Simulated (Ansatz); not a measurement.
# BF₃ + H₂S: a complex and its separated parts

The complex below is one end of an elementary step. How strongly is it bound against its free parts?

Method: PBE0-D4/def2-TZVP structures, single points in def2-TZVPP, no counterpoise correction; program: Ansatz 0.2.0, Gaussian basis.

Levels: SPW92, PBE-D4, BLYP-D4, r2SCAN-D4, B97M-V, PBE0-D4, B3LYP-D4, r2SCAN0-D4, BHLYP-D4, CAM-B3LYP-D4, wB97X-V, wB97M-V, B2PLYP, PBE-QIDH, RPA on PBE, Hartree-Fock, MP2, CCSD, CCSD(T).

Correlated methods freeze the cores. B3LYP uses VWN-RPA correlation. B2PLYP carries no dispersion term here.

94 further runs of the same task are left out: 94 set aside as unsound or not needed.

### 1 Where the work starts

The complex: 7 atoms, charge 0, spin multiplicity 1.

Atoms are counted from 1 here; the program's logs count them from 0.

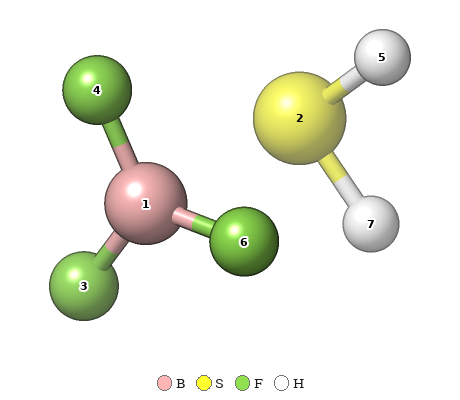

As it starts; boron pink, sulfur yellow, fluorine green, hydrogen white; atoms are numbered from 1 in the order of the file.

Coordinates:

```xyz
7
BF3H2S
B    -1.0600   -0.6004   -0.2467
S     1.2435    1.0763   -0.1981
F    -0.7349   -1.1458   -1.4007
F    -1.8971    0.4160   -0.2132
H     1.0991    1.3967    1.0973
F    -0.7362   -1.2132    0.8759
H     2.0856    0.0703    0.0856
```

Its parts: BF₃ holds atoms 1, 3, 4, 6; H₂S holds atoms 2, 5, 7. Each part counts its atoms afresh in its own runs.

### 2 Relaxing BF₃ alone

Contents of relax-a/in.yaml:

```yaml
crystal:
  periodic: [false, false, false]
  atoms:
    - {symbol: B, position_ang: [-1.059972, -0.600378, -0.246676]}
    - {symbol: F, position_ang: [-0.734942, -1.145761, -1.400742]}
    - {symbol: F, position_ang: [-1.897104, 0.416023, -0.213243]}
    - {symbol: F, position_ang: [-0.736201, -1.213224, 0.875936]}
basis:
  gaussian: {orbitals: def2-TZVP}
hamiltonian: {xc: pbe0, dispersion: d4}
relax: {f_tol: 0.005, max_steps: 200}
```

Run with:

```sh
> ansatz run in.yaml --threads 4 --pin off --events-out ev --progress --plain --max-ram 9574MiB
```

Standard output, cut to the lines that bear on the results:

```text
Functional definition: PBE0
  name "PBE0"
  cite "Adamo & Barone, J. Chem. Phys. 110, 6158 (1999) doi:10.1063/1.478522"
  cite "Perdew, Burke & Ernzerhof, Phys. Rev. Lett. 77, 3865 (1996) doi:10.1103/PhysRevLett.77.3865"
  parent pbe
[...]
637 factors; their error is unknown
[...]
mean field -8827.04045146 eV, -324.3877534084 hartree, gradient 7.7e-5 eV, S^2 0.000000; 0 other end points of the search recorded, 0 dependent functions left out
[...]
reference -8827.04047467 eV, -324.3877542614 hartree; 16, 16 occupied and 108, 108 virtual orbitals, 637 factors
[...]
637 factors; their error is unknown
mean field -8827.09240403 eV, -324.3896626298 hartree, gradient 3.7e-5 eV, S^2 0.000000; 1 other end points of the search recorded, 0 dependent functions left out
[...]
reference -8827.09242728 eV, -324.3896634845 hartree; 16, 16 occupied and 108, 108 virtual orbitals, 637 factors
Total energy: -8827.12539895 eV, -324.3908751707 hartree
Atom 0 at    -1.107055    -0.635837    -0.246181 Å, force    -0.000017     0.000082    -0.000134 eV/Å
Atom 1 at    -0.721067    -1.131430    -1.397074 Å, force    -0.000014    -0.000000     0.000057 eV/Å
Atom 2 at    -1.878447     0.423925    -0.214366 Å, force     0.000020    -0.000046     0.000019 eV/Å
Atom 3 at    -0.721649    -1.199998     0.872895 Å, force     0.000011    -0.000036     0.000059 eV/Å
Dipole moment:     0.000001    -0.000004     0.000002 e Å
```

It took 2.8 s on 4 threads of Arm Neoverse V2, shared host.

Along the way: (the energy doesn't fall at every step)

| step | energy from step 1 (eV) | largest force component (eV/Å) |
| --- | --- | --- |
| 1 | 0.0000 | 1.0057 |
| 2 | 0.2478 | 2.5742 |
| 3 | -0.0520 | 0.0151 |
| 4 | -0.0520 | 0.0079 |
| 5 | -0.0520 | 0.0001 |

Close pairs (by a distance rule), those that changed most:

| bond | before (Å) | after (Å) | change (Å) |
| --- | --- | --- | --- |
| B1–F4 | 1.319 | 1.311 | -0.008 |
| B1–F3 | 1.317 | 1.311 | -0.006 |
| B1–F2 | 1.317 | 1.311 | -0.006 |

### 3 Relaxing H₂S alone

Contents of relax-b/in.yaml:

```yaml
crystal:
  periodic: [false, false, false]
  atoms:
    - {symbol: S, position_ang: [1.243524, 1.076274, -0.198119]}
    - {symbol: H, position_ang: [1.099087, 1.396671, 1.097284]}
    - {symbol: H, position_ang: [2.085607, 0.070295, 0.085561]}
basis:
  gaussian: {orbitals: def2-TZVP}
hamiltonian: {xc: pbe0, dispersion: d4}
relax: {f_tol: 0.005, max_steps: 200}
```

Run with:

```sh
> ansatz run in.yaml --threads 4 --pin off --events-out ev --progress --plain --max-ram 9574MiB
```

Standard output, cut to the lines that bear on the results:

```text
[... 5 set-up lines as earlier in the session ...]
[...]
359 factors; their error is unknown
[...]
mean field -10864.45043151 eV, -399.2611891689 hartree, gradient 4.8e-5 eV, S^2 0.000000; 0 other end points of the search recorded, 0 dependent functions left out
[...]
reference -10864.45047950 eV, -399.2611909327 hartree; 9, 9 occupied and 40, 40 virtual orbitals, 359 factors
Total energy: -10864.46265912 eV, -399.2616385255 hartree
Atom 0 at     1.243408     1.076388    -0.198381 Å, force     0.000709    -0.000697     0.001605 eV/Å
Atom 1 at     1.099957     1.395522     1.096582 Å, force    -0.000101     0.000008    -0.001062 eV/Å
Atom 2 at     2.084853     0.071330     0.086525 Å, force    -0.000608     0.000689    -0.000543 eV/Å
Dipole moment:     0.090902    -0.089331     0.205751 e Å
```

It took 0.5 s on 4 threads of Arm Neoverse V2, shared host.

Relaxation path:

| step | energy from step 1 (eV) | largest force component (eV/Å) |
| --- | --- | --- |
| 1 | 0.0000 | 0.0213 |
| 2 | 0.0000 | 0.0116 |
| 3 | 0.0000 | 0.0016 |

Distances of close pairs at the start and the end, largest changes first:

| bond | before (Å) | after (Å) | change (Å) |
| --- | --- | --- | --- |
| S1–H2 | 1.342 | 1.341 | -0.001 |
| S1–H3 | 1.342 | 1.341 | -0.001 |

### 4 SPW92/def2-TZVPP

Contents of parta/in.yaml:

```yaml
crystal:
  periodic: [false, false, false]
  atoms:
    - {symbol: B, position_ang: [-1.107055, -0.635837, -0.246181]}
    - {symbol: F, position_ang: [-0.721067, -1.131430, -1.397074]}
    - {symbol: F, position_ang: [-1.878447, 0.423925, -0.214366]}
    - {symbol: F, position_ang: [-0.721649, -1.199998, 0.872895]}
basis:
  gaussian: {orbitals: def2-TZVPP}
hamiltonian: {xc: lda}
```

Contents of partb/in.yaml:

```yaml
crystal:
  periodic: [false, false, false]
  atoms:
    - {symbol: S, position_ang: [1.243408, 1.076388, -0.198381]}
    - {symbol: H, position_ang: [1.099957, 1.395522, 1.096582]}
    - {symbol: H, position_ang: [2.084853, 0.071330, 0.086525]}
basis:
  gaussian: {orbitals: def2-TZVPP}
hamiltonian: {xc: lda}
```

One command serves all of them, each in its own folder.

Run with:

```sh
> ansatz run in.yaml --threads 4 --pin off --events-out ev --progress --plain --max-ram 9574MiB
```

parta printed, cut to the lines that bear on the results:

```text
Functional definition: SPW92
  name "SPW92"
  cite "Dirac, Proc. Camb. Phil. Soc. 26, 376 (1930) doi:10.1017/S0305004100016108"
  cite "Slater, Phys. Rev. 81, 385 (1951) doi:10.1103/PhysRev.81.385"
  cite "Perdew & Wang, Phys. Rev. B 45, 13244 (1992) doi:10.1103/PhysRevB.45.13244"
[...]
637 factors; their error is unknown
[...]
mean field -8776.73664654 eV, -322.5391226744 hartree, gradient 5.1e-5 eV, S^2 0.000000; 0 other end points of the search recorded, 0 dependent functions left out
reference -8776.73667788 eV, -322.5391238261 hartree; 16, 16 occupied and 108, 108 virtual orbitals, 637 factors
Total energy: -8776.73667788 eV, -322.5391238261 hartree
```

Log of partb, cut to the lines that bear on the results:

```text
[... 5 set-up lines as earlier in the session ...]
[...]
402 factors; their error is unknown
[...]
mean field -10830.30348149 eV, -398.0063119012 hartree, gradient 1.5e-5 eV, S^2 0.000000; 0 other end points of the search recorded, 0 dependent functions left out
reference -10830.30350233 eV, -398.0063126672 hartree; 9, 9 occupied and 61, 61 virtual orbitals, 402 factors
Total energy: -10830.30350233 eV, -398.0063126672 hartree
```

Times: 0.25 s (parta), 0.15 s (partb) on 4 threads of Arm Neoverse V2, shared host.

### 5 PBE-D4/def2-TZVPP

The same edit goes into each in.yaml of step 4 (parta, partb):

```diff
-hamiltonian: {xc: lda}
+hamiltonian: {xc: pbe, dispersion: d4}
```

The same command starts each run, in its folder.

Run with:

```sh
> ansatz run in.yaml --threads 4 --pin off --events-out ev --progress --plain --max-ram 9574MiB
```

Output in parta, cut to the lines that bear on the results:

```text
Functional definition: PBE
  name "PBE"
[... 2 set-up lines as earlier in the session ...]
[...]
637 factors; their error is unknown
[...]
mean field -8826.96045009 eV, -324.3848134120 hartree, gradient 5.1e-5 eV, S^2 0.000000; 0 other end points of the search recorded, 0 dependent functions left out
reference -8826.96048459 eV, -324.3848146800 hartree; 16, 16 occupied and 108, 108 virtual orbitals, 637 factors
Total energy: -8827.00098930 eV, -324.3863032005 hartree
```

partb printed, cut to the lines that bear on the results:

```text
[... 4 set-up lines as earlier in the session ...]
[...]
402 factors; their error is unknown
[...]
mean field -10863.54271843 eV, -399.2278313287 hartree, gradient 3.3e-5 eV, S^2 0.000000; 0 other end points of the search recorded, 0 dependent functions left out
reference -10863.54274068 eV, -399.2278321464 hartree; 9, 9 occupied and 61, 61 virtual orbitals, 402 factors
Total energy: -10863.55777760 eV, -399.2283847428 hartree
```

Wall times: 0.35 s (parta), 0.15 s (partb) on 4 threads of Arm Neoverse V2, shared host.

### 6 BLYP-D4/def2-TZVPP

Each input of step 5 (parta, partb) changes in the same lines:

```diff
-hamiltonian: {xc: pbe, dispersion: d4}
+hamiltonian: {xc: {name: BLYP}, dispersion: d4}
```

The same command starts each run, in its folder.

Run with:

```sh
> ansatz run in.yaml --threads 4 --pin off --events-out ev --progress --plain --max-ram 9574MiB
```

Log of parta, cut to the lines that bear on the results:

```text
Functional definition: BLYP
  name "BLYP"
  cite "Becke, Phys. Rev. A 38, 3098 (1988) doi:10.1103/PhysRevA.38.3098"
  cite "Lee, Yang & Parr, Phys. Rev. B 37, 785 (1988) doi:10.1103/PhysRevB.37.785"
[...]
637 factors; their error is unknown
[...]
mean field -8835.00650981 eV, -324.6805006531 hartree, gradient 5.0e-5 eV, S^2 0.000000; 0 other end points of the search recorded, 0 dependent functions left out
reference -8835.00676569 eV, -324.6805100563 hartree; 16, 16 occupied and 108, 108 virtual orbitals, 637 factors
Total energy: -8835.10217414 eV, -324.6840162524 hartree
```

Output in partb, cut to the lines that bear on the results:

```text
[... 4 set-up lines as earlier in the session ...]
[...]
402 factors; their error is unknown
[...]
mean field -10868.21008563 eV, -399.3993539095 hartree, gradient 2.3e-5 eV, S^2 0.000000; 0 other end points of the search recorded, 0 dependent functions left out
reference -10868.21029950 eV, -399.3993617690 hartree; 9, 9 occupied and 61, 61 virtual orbitals, 402 factors
Total energy: -10868.24599189 eV, -399.4006734401 hartree
```

Wall times: 0.4 s (parta), 0.15 s (partb) on 4 threads of Arm Neoverse V2, shared host.

### 7 r2SCAN-D4/def2-TZVPP

Each input of step 6 (parta, partb) changes in the same lines:

```diff
-hamiltonian: {xc: {name: BLYP}, dispersion: d4}
+hamiltonian: {xc: r2scan, dispersion: d4}
```

One command serves all of them, each in its own folder.

Run with:

```sh
> ansatz run in.yaml --threads 4 --pin off --events-out ev --progress --plain --max-ram 9574MiB
```

Output in parta, cut to the lines that bear on the results:

```text
Functional definition: r2SCAN
  name "r2SCAN"
  cite "Furness, Kaplan, Ning, Perdew & Sun, J. Phys. Chem. Lett. 11, 8208 (2020) doi:10.1021/acs.jpclett.0c02405"
  cite "Furness, Kaplan, Ning, Perdew & Sun, J. Phys. Chem. Lett. 11, 9248 (2020) doi:10.1021/acs.jpclett.0c03077"
  parent r2scan
[...]
637 factors; their error is unknown
[...]
mean field -8832.07221313 eV, -324.5726672391 hartree, gradient 2.6e-5 eV, S^2 0.000000; 0 other end points of the search recorded, 0 dependent functions left out
reference -8832.07222286 eV, -324.5726675965 hartree; 16, 16 occupied and 108, 108 virtual orbitals, 637 factors
Total energy: -8832.08148871 eV, -324.5730081101 hartree
```

partb printed, cut to the lines that bear on the results:

```text
[... 5 set-up lines as earlier in the session ...]
[...]
402 factors; their error is unknown
[...]
mean field -10867.52470962 eV, -399.3741668057 hartree, gradient 2.2e-5 eV, S^2 0.000000; 0 other end points of the search recorded, 0 dependent functions left out
reference -10867.52471631 eV, -399.3741670517 hartree; 9, 9 occupied and 61, 61 virtual orbitals, 402 factors
Total energy: -10867.52806462 eV, -399.3742900995 hartree
```

Wall times: 0.8 s (parta), 0.45 s (partb) on 4 threads of Arm Neoverse V2, shared host.

### 8 B97M-V/def2-TZVPP

Each input of step 7 (parta, partb) changes in the same lines:

```diff
-hamiltonian: {xc: r2scan, dispersion: d4}
+hamiltonian: {xc: {name: B97M-V}}
```

The same command starts each run, in its folder.

Run with:

```sh
> ansatz run in.yaml --threads 4 --pin off --events-out ev --progress --plain --max-ram 9574MiB
```

Log of parta, cut to the lines that bear on the results:

```text
Functional definition: B97M-V
  name "B97M-V"
  cite "Mardirossian & Head-Gordon, J. Chem. Phys. 142, 074111 (2015) doi:10.1063/1.4907719"
  cite "Becke, J. Chem. Phys. 107, 8554 (1997) doi:10.1063/1.475007"
  cite "Vydrov & Van Voorhis, J. Chem. Phys. 133, 244103 (2010) doi:10.1063/1.3521275"
  # Of w^i u^j: cxij and so on, Table III.
[...]
  gx(w, u) = cx00 + cx01*u + cx02*u^2 + (cx10 + cx11*u)*w
[...]
  gos(w, u) = cos00 + cos01*u + cos03*u^3 + cos10*w + cos32*w^3*u^2
[...]
      + integral(e_c_pw_mod_opposite_spin*gos(b97_w_opposite, b97_u_opposite)) + vv10(b, c)
637 factors; their error is unknown
[...]
mean field -8833.17466579 eV, -324.6131816269 hartree, gradient 2.5e-5 eV, S^2 0.000000; 0 other end points of the search recorded, 0 dependent functions left out
reference -8833.17471408 eV, -324.6131834016 hartree; 16, 16 occupied and 108, 108 virtual orbitals, 637 factors
Total energy: -8833.17471408 eV, -324.6131834016 hartree
```

partb printed, cut to the lines that bear on the results:

```text
[... 5 set-up lines as earlier in the session ...]
  # Of w^i u^j: cxij and so on, Table III.
[...]
  gx(w, u) = cx00 + cx01*u + cx02*u^2 + (cx10 + cx11*u)*w
[...]
  gos(w, u) = cos00 + cos01*u + cos03*u^3 + cos10*w + cos32*w^3*u^2
[...]
      + integral(e_c_pw_mod_opposite_spin*gos(b97_w_opposite, b97_u_opposite)) + vv10(b, c)
402 factors; their error is unknown
[...]
mean field -10865.55700673 eV, -399.3018550583 hartree, gradient 2.2e-5 eV, S^2 0.000000; 0 other end points of the search recorded, 0 dependent functions left out
reference -10865.55704138 eV, -399.3018563317 hartree; 9, 9 occupied and 61, 61 virtual orbitals, 402 factors
Total energy: -10865.55704138 eV, -399.3018563317 hartree
```

They took 1.2 s (parta), 0.5 s (partb) on 4 threads of Arm Neoverse V2, shared host.

### 9 PBE0-D4/def2-TZVPP

The same edit goes into each in.yaml of step 8 (parta, partb):

```diff
-hamiltonian: {xc: {name: B97M-V}}
+hamiltonian: {xc: pbe0, dispersion: d4}
+output: {orbitals: {seedname: orbitals}}
```

The same command starts each run, in its folder.

Run with:

```sh
> ansatz run in.yaml --threads 4 --pin off --events-out ev --progress --plain --max-ram 9574MiB
```

Log of parta, cut to the lines that bear on the results:

```text
[... 5 set-up lines as earlier in the session ...]
[...]
637 factors; their error is unknown
[...]
mean field -8827.09240410 eV, -324.3896626326 hartree, gradient 8.4e-5 eV, S^2 0.000000; 0 other end points of the search recorded, 0 dependent functions left out
reference -8827.09242736 eV, -324.3896634873 hartree; 16, 16 occupied and 108, 108 virtual orbitals, 637 factors
Total energy: -8827.12539902 eV, -324.3908751735 hartree
```

Log of partb, cut to the lines that bear on the results:

```text
[... 5 set-up lines as earlier in the session ...]
[...]
433 factors; their error is unknown
[...]
mean field -10864.48423177 eV, -399.2624313058 hartree, gradient 4.8e-6 eV, S^2 0.000000; 0 other end points of the search recorded, 0 dependent functions left out
reference -10864.48424839 eV, -399.2624319165 hartree; 9, 9 occupied and 61, 61 virtual orbitals, 433 factors
Total energy: -10864.49642801 eV, -399.2628795093 hartree
```

Times: 0.4 s (parta), 0.2 s (partb) on 4 threads of Arm Neoverse V2, shared host.

### 10 B3LYP-D4/def2-TZVPP

Each input of step 9 (parta, partb) changes in the same lines:

```diff
-hamiltonian: {xc: pbe0, dispersion: d4}
-output: {orbitals: {seedname: orbitals}}
+hamiltonian: {xc: {name: B3LYP}, dispersion: d4}
```

One command serves all of them, each in its own folder.

Run with:

```sh
> ansatz run in.yaml --threads 4 --pin off --events-out ev --progress --plain --max-ram 9574MiB
```

Output in parta, cut to the lines that bear on the results:

```text
Functional definition: B3LYP
  name "B3LYP"
  cite "Stephens, Devlin, Chabalowski & Frisch, J. Phys. Chem. 98, 11623 (1994) doi:10.1021/j100096a001"
[... 2 set-up lines as earlier in the session ...]
  cite "Vosko, Wilk & Nusair, Can. J. Phys. 58, 1200 (1980) doi:10.1139/p80-159"
[...]
637 factors; their error is unknown
[...]
mean field -8835.92072148 eV, -324.7140973124 hartree, gradient 6.6e-5 eV, S^2 0.000000; 0 other end points of the search recorded, 0 dependent functions left out
reference -8835.92090483 eV, -324.7141040504 hartree; 16, 16 occupied and 108, 108 virtual orbitals, 637 factors
Total energy: -8835.98645608 eV, -324.7165130141 hartree
```

Log of partb, cut to the lines that bear on the results:

```text
[... 6 set-up lines as earlier in the session ...]
[...]
414 factors; their error is unknown
[...]
mean field -10868.95565751 eV, -399.4267531707 hartree, gradient 4.0e-6 eV, S^2 0.000000; 0 other end points of the search recorded, 0 dependent functions left out
reference -10868.95581523 eV, -399.4267589670 hartree; 9, 9 occupied and 61, 61 virtual orbitals, 414 factors
Total energy: -10868.98025064 eV, -399.4276569518 hartree
```

Wall times: 0.45 s (parta), 0.2 s (partb) on 4 threads of Arm Neoverse V2, shared host.

### 11 r2SCAN0-D4/def2-TZVPP

The same edit goes into each in.yaml of step 10 (parta, partb):

```diff
-hamiltonian: {xc: {name: B3LYP}, dispersion: d4}
+hamiltonian: {xc: {name: r2SCAN0}, dispersion: d4}
```

Each run has its own folder and the same command.

Run with:

```sh
> ansatz run in.yaml --threads 4 --pin off --events-out ev --progress --plain --max-ram 9574MiB
```

parta printed, cut to the lines that bear on the results:

```text
Functional definition: r2SCAN0
  name "r2SCAN0"
  cite "Bursch, Neugebauer, Ehlert & Grimme, J. Chem. Phys. 156, 134105 (2022) doi:10.1063/5.0086040"
[... 3 set-up lines as earlier in the session ...]
[...]
637 factors; their error is unknown
[...]
mean field -8830.98916509 eV, -324.5328659575 hartree, gradient 2.0e-5 eV, S^2 0.000000; 0 other end points of the search recorded, 0 dependent functions left out
reference -8830.98917210 eV, -324.5328662151 hartree; 16, 16 occupied and 108, 108 virtual orbitals, 637 factors
Total energy: -8830.99979044 eV, -324.5332564322 hartree
```

partb printed, cut to the lines that bear on the results:

```text
[... 6 set-up lines as earlier in the session ...]
[...]
433 factors; their error is unknown
[...]
mean field -10867.41043410 eV, -399.3699672578 hartree, gradient 1.2e-5 eV, S^2 0.000000; 0 other end points of the search recorded, 0 dependent functions left out
reference -10867.41043944 eV, -399.3699674541 hartree; 9, 9 occupied and 61, 61 virtual orbitals, 433 factors
Total energy: -10867.41429753 eV, -399.3701092362 hartree
```

Wall times: 0.85 s (parta), 0.45 s (partb) on 4 threads of Arm Neoverse V2, shared host.

### 12 BHLYP-D4/def2-TZVPP

The same edit goes into each in.yaml of step 11 (parta, partb):

```diff
-hamiltonian: {xc: {name: r2SCAN0}, dispersion: d4}
+hamiltonian: {xc: {name: BHLYP}, dispersion: d4}
```

Each run has its own folder and the same command.

Run with:

```sh
> ansatz run in.yaml --threads 4 --pin off --events-out ev --progress --plain --max-ram 9574MiB
```

Output in parta, cut to the lines that bear on the results:

```text
Functional definition: BHLYP
  name "BHLYP"
  cite "Becke, J. Chem. Phys. 98, 1372 (1993) doi:10.1063/1.464304"
[... 2 set-up lines as earlier in the session ...]
[...]
734 factors; their error is unknown
[...]
mean field -8832.73357993 eV, -324.5969720207 hartree, gradient 2.0e-5 eV, S^2 0.000000; 0 other end points of the search recorded, 0 dependent functions left out
reference -8832.73369496 eV, -324.5969762480 hartree; 16, 16 occupied and 108, 108 virtual orbitals, 734 factors
Total energy: -8832.77722185 eV, -324.5985758315 hartree
```

Log of partb, cut to the lines that bear on the results:

```text
[... 5 set-up lines as earlier in the session ...]
[...]
453 factors; their error is unknown
[...]
mean field -10868.25158670 eV, -399.4008790458 hartree, gradient 1.3e-5 eV, S^2 0.000000; 0 other end points of the search recorded, 0 dependent functions left out
reference -10868.25169341 eV, -399.4008829671 hartree; 9, 9 occupied and 61, 61 virtual orbitals, 453 factors
Total energy: -10868.26802069 eV, -399.4014829837 hartree
```

They took 0.45 s (parta), 0.2 s (partb) on 4 threads of Arm Neoverse V2, shared host.

(Part 1 of 2 ends here.)
